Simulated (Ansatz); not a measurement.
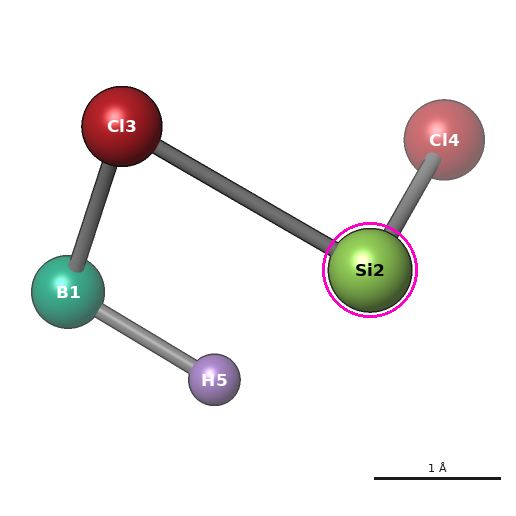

Orthographic view. Distant atoms are faded towards the background colour. The geometry was computed by an optimisation with PBE0-D4/def2-TZVP. No frequency run is at hand to confirm it as a minimum.

Q: Which atoms are bonded to the circled atom?

A: The circled atom is Si2; it is bonded to Cl3, Cl4.

Q: What is the shortest path along bonds from the circled atom to H5?

A: Si2–Cl3–B1–H5, 3 bonds; through space the two are 1.75 Å apart.

Q: Which atom is farthest from the viewer?

A: Cl4, 1.1 Å behind the mean position.
